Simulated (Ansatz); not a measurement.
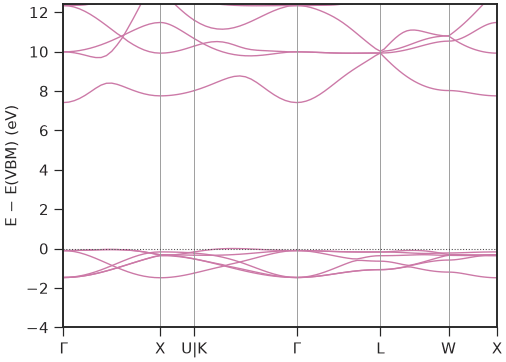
Figure. Band structure from r²SCAN in the plane-wave PAW code Ansatz

**Question.** Read off the gap and where the band edges lie.

**Answer.** About 7.4 eV (7.41 eV by a search for the band edges); maximum on the K–Γ line, 37 % of the way from K, minimum at Γ.

The material is BaF2 (fluorite, Fm-3m).

The r²SCAN relaxation kept the symmetry of its start. Spin–orbit coupling is left out wherever it is not named.

Potentials: the later of the program's two PAW sets.
